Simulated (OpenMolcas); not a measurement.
# Excited-state calculation of AlBH$_{4}$ (part 4 of 4)

AlBH$_{4}$, SMILES [BH2][AlH2]; CASPT2/ANO-L-VDZP (OpenMolcas 26.06). The geometry comes from this level: GFN2-xTB.

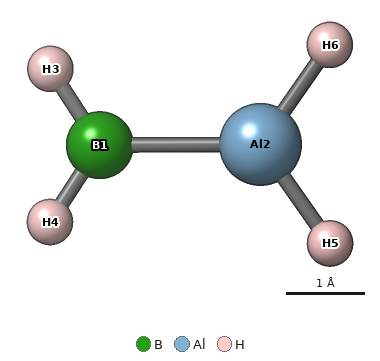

Figure 1. The structure as given in the input (ball-and-stick view, seen on its broad side; atoms are numbered from 1 in the order of the input). Sticks mark near contacts.

### Log, continued
```
--------------------------------------------------------------------------------------------------------------
 Report on small energy denominators, large coefficients, and large energy contributions.
CASE  SYMM ACTIVE-MIX  NON-ACTIVE INDICES          DENOMINATOR     RHS VALUE       COEFFICIENT     CONTRIBUTION
VJTIP    1  Mu1.0001  In1.007 In1.007               1.15337308     -0.07020148      0.05835219     -0.00409641
VJTIP    1  Mu1.0001  In1.008 In1.008               0.86051392     -0.03509625      0.03967959     -0.00139260
VJTIP    1  Mu1.0001  In1.009 In1.009               0.76740482     -0.02580051      0.03170114     -0.00081791
VJTIP    1  Mu1.0001  In1.010 In1.010               0.62319775     -0.01837513      0.02844846     -0.00052274
AIVX     1  Mu1.0002  In1.008 Se1.013               0.78765481      0.04673171     -0.05620821     -0.00262671
AIVX     1  Mu1.0002  In1.008 Se1.023               0.97758964     -0.03566961      0.03509306     -0.00125176
AIVX     1  Mu1.0002  In1.007 Se1.026               1.24209858      0.03229070     -0.02535734     -0.00081881
VJAIP    1  Mu1.0001  Se1.021 In1.009 In1.007       1.27838053      0.04923976     -0.03760918     -0.00185187
VJAIP    1  Mu1.0001  Se1.021 In1.010 In1.008       1.05984742      0.02736427     -0.02574429     -0.00070447
VJAIP    1  Mu1.0001  Se1.020 In1.010 In1.010       0.93262505     -0.02541153      0.02793997     -0.00071000
BVATP    1  Mu1.0001  Se1.013 Se1.013               0.69396173      0.04209651     -0.05600731     -0.00235771
BVATP    1  Mu1.0001  Se1.023 Se1.013               0.88389657     -0.04777399      0.05141055     -0.00245609
BVATP    1  Mu1.0001  Se1.023 Se1.023               1.07383141      0.03531704     -0.03177738     -0.00112228
BVATP    1  Mu1.0001  Se1.026 Se1.013               1.00197592     -0.02857011      0.02739873     -0.00078278
BJAIP    1  Se1.027 In1.009 Se1.027 In1.009         1.91247996      0.05061288     -0.02612071     -0.00132204
--

********************************************************************************
  CASPT2 PROPERTY SECTION
--------------------------------------------------------------------------------
 * TypeIndex information is IGNORED *

      Mulliken population Analysis:
      -----------------------------

++    Molecular charges:
      ------------------

      Mulliken charges per centre and basis function type
      ---------------------------------------------------

                B1      AL2     H3      H4      H5      H6
      1s       1.9983  2.0000  0.6670  0.6669  1.0208  1.0208
      2s       1.0194  1.9978  0.0247  0.0246  0.0200  0.0200
      2px      1.1376  1.9974  0.0130  0.0131  0.0115  0.0115
      2pz      0.1276  1.9997  0.0083  0.0083  0.0086  0.0086
      2py      1.2388  1.9998  0.0231  0.0231  0.0055  0.0055
      3s       0.0086  0.8417  0.0000  0.0000  0.0000  0.0000
      3px      0.0653  0.5774  0.0000  0.0000  0.0000  0.0000
      3pz     -0.0088  0.2464  0.0000  0.0000  0.0000  0.0000
      3py      0.0032  0.5547  0.0000  0.0000  0.0000  0.0000
      4s       0.0000  0.0037  0.0000  0.0000  0.0000  0.0000
      3d2+     0.0176  0.0252  0.0000  0.0000  0.0000  0.0000
      3d1+     0.0558  0.1792  0.0000  0.0000  0.0000  0.0000
      3d0      0.0121  0.0394  0.0000  0.0000  0.0000  0.0000
      3d1-     0.0309  0.1152  0.0000  0.0000  0.0000  0.0000
      3d2-     0.0056  0.0039  0.0000  0.0000  0.0000  0.0000
      4px      0.0000  0.0903  0.0000  0.0000  0.0000  0.0000
      4pz      0.0000  0.0042  0.0000  0.0000  0.0000  0.0000
      4py      0.0000  0.0071  0.0000  0.0000  0.0000  0.0000
      Total    5.7120 12.6831  0.7361  0.7360  1.0664  1.0664

      N-E     -0.7120  0.3169  0.2639  0.2640 -0.0664 -0.0664

      Total electronic charge=   22.000000

      Total            charge=   -0.000000
--

      Expectation values of various properties:
      -----------------------------------------

++    Molecular properties:
      ---------------------

      Charge (e):
                      =   -0.0000
      Dipole Moment (debye):
      Origin of the operator (angstrom)=   -0.0001    0.0001    1.4524
                   X=  1.1987E-03               Y=  6.8646E-04               Z=  6.0701E-01           Total=  6.0701E-01
      Quadrupole Moment (debye*angstrom):
      Origin of the operator (angstrom)=   -0.0001    0.0001    1.4524
                  XX= -2.5479E+01              XY= -9.0234E-02              XZ=  2.0297E-03              YY= -2.8487E+01
                  YZ= -9.2695E-03              ZZ= -2.1804E+01
      In traceless form (debye*angstrom)
                  XX= -3.3335E-01              XY= -1.3535E-01              XZ=  3.0446E-03              YY= -4.8459E+00
                  YZ= -1.3904E-02              ZZ=  5.1792E+00
--

--

  Total CASPT2 energies:

  State-specific CASPT2 energies obtained using
  rotated states do not have a well-defined physical
  meaning, however they can be extracted from the
  diagonal of the effective Hamiltonian.

++ Multi-State CASPT2 section:
********************************************************************************
  MULTI-STATE CASPT2 SECTION
--------------------------------------------------------------------------------

  Output diagonal energies have been shifted. Add    269.00000000000000

  Effective Hamiltonian matrix (Symmetric):

                1               2               3
   1      -538.01869128
   2        -0.00000206   -537.89943077
   3         0.02097912      0.00000928   -537.75943448

       Total XDW-CASPT2 energies:
::    XDW-CASPT2 Root  1     Total energy:   -269.02037794
::    XDW-CASPT2 Root  2     Total energy:   -268.89943077
::    XDW-CASPT2 Root  3     Total energy:   -268.75774782

       Eigenvectors:
            0.99678373     -0.00002817      0.08013861
            0.00002311      1.00000000      0.00006412
           -0.08013861     -0.00006206      0.99678373

       In terms of the input states:
            0.99996448      0.00001781     -0.00842875
           -0.00001751      1.00000000      0.00003484
            0.00842875     -0.00003469      0.99996448

--

  THE ORIGINAL CI ARRAYS ARE NOW MIXED AS LINEAR
  COMBINATIONS, GIVEN BY THE EIGENVECTORS.
  A NEW JOBIPH FILE NAMED 'JOBMIX' IS PREPARED.
********************************************************************************

++ Mixed CI coefficients:
  The CI coefficients for the MIXED state nr.   1
--------------------------------------------------------------------------------
 CI COEFFICIENTS LARGER THAN  5.00E-02
  Occupation of active orbitals, and spin coupling
  of open shells. (u,d: Spin up or down).
  SGUGA info is (Midvert:IsyUp:UpperWalk/LowerWalk)
        Conf  SGUGA info        Occupation    Coefficient         Weight
           2  ( 2:1:   1/   1)   ud              0.384350       0.147725
           3  ( 3:1:   1/   1)   02              0.923164       0.852232

  The CI coefficients for the MIXED state nr.   2
--------------------------------------------------------------------------------
 CI COEFFICIENTS LARGER THAN  5.00E-02
  Occupation of active orbitals, and spin coupling
  of open shells. (u,d: Spin up or down).
  SGUGA info is (Midvert:IsyUp:UpperWalk/LowerWalk)
        Conf  SGUGA info        Occupation    Coefficient         Weight
           1  ( 1:1:   1/   1)   20              0.356819       0.127320
           2  ( 2:1:   1/   1)   ud              0.863306       0.745296
           3  ( 3:1:   1/   1)   02             -0.356909       0.127384

  The CI coefficients for the MIXED state nr.   3
--------------------------------------------------------------------------------
 CI COEFFICIENTS LARGER THAN  5.00E-02
  Occupation of active orbitals, and spin coupling
  of open shells. (u,d: Spin up or down).
  SGUGA info is (Midvert:IsyUp:UpperWalk/LowerWalk)
        Conf  SGUGA info        Occupation    Coefficient         Weight
           1  ( 1:1:   1/   1)   20              0.934151       0.872638
           2  ( 2:1:   1/   1)   ud             -0.327076       0.106978
           3  ( 3:1:   1/   1)   02              0.142771       0.020384

--

--- Stop Module: caspt2 /rc=_RC_ALL_IS_WELL_ ---

.##################.
.# Happy landing! #.
.##################.

    Timing: Wall=3.67 User=3.22 System=0.44
```

This output came from the following input.

### Input file
```
* AlBH4 CASPT2
>>> EXPORT MOLCAS_PRINT=2

&GATEWAY
  XBAS
  B.ANO-L-VDZP
  Al.ANO-L-VDZP
  H.ANO-L-VDZP
  End of Basis
  ZMAT
  B1
  Al2 1 2.086937
  H3 1 1.179995 2 123.18145
  H4 1 1.18006 3 113.729 2 179.86467
  H5 2 1.565252 1 125.14566 3 -177.50239
  H6 2 1.565226 5 109.61649 1 179.9595
  End of ZMAT
  RICD

&SEWARD

&RASSCF
  FileOrb
  $CurrDir/step2.RasOrb
  Spin
  1
  Nactel
  2 0 0
  Inactive
  10
  Ras2
  2
  CIRoot
  3 3 1
  OrbListing
  Few
  OrbAppear
  Compact

&CASPT2
  XMultistate
  all
  DWMS
  1
  DWType
  2
  Imaginary
  0.2
  Properties
```

Command:
```bash
export MOLCAS_MEM=1860
pymolcas step7.input > step7.log
```

### Summary

| quantity | value |
| --- | --- |
| outcome | converged |
| total energy | −269.020378 hartree |
| CASSCF energy | −268.874127 hartree |
| basis functions | 52 |
| hardware | 1 thread of Arm Neoverse V2, 24 GiB of memory available, shared host |
| wall time | 3.9 s |
| peak memory | 0.084 GiB |

### Notes

Settings chosen away from the usual ones: pprop set to true (from default).
